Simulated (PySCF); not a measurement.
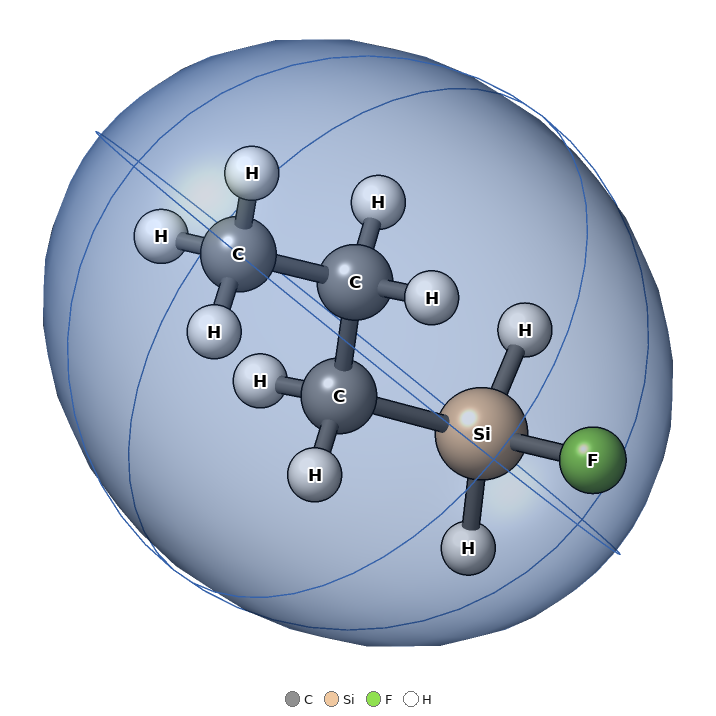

The ellipsoid shows the static dipole polarisability: its half-axes are proportional to the principal values. The geometry was computed by an optimisation with GFN2-xTB. No frequency run is at hand to confirm it as a minimum. Level of theory: PBE0/def2-SVPD (PySCF 2.14.0).

### How large and how anisotropic is the polarisability?

Principal values 55.2, 59.0, 76.1 bohr³; mean 63.4 bohr³ (9.40 Å³); anisotropy 19.2 bohr³, so the longest axis is 1.38 times the shortest.

The geometry is semi-empirical. Around Si such bond lengths and angles can be off by a tenth of an ångström or more and by several degrees, and values that hang on the shape move with them.
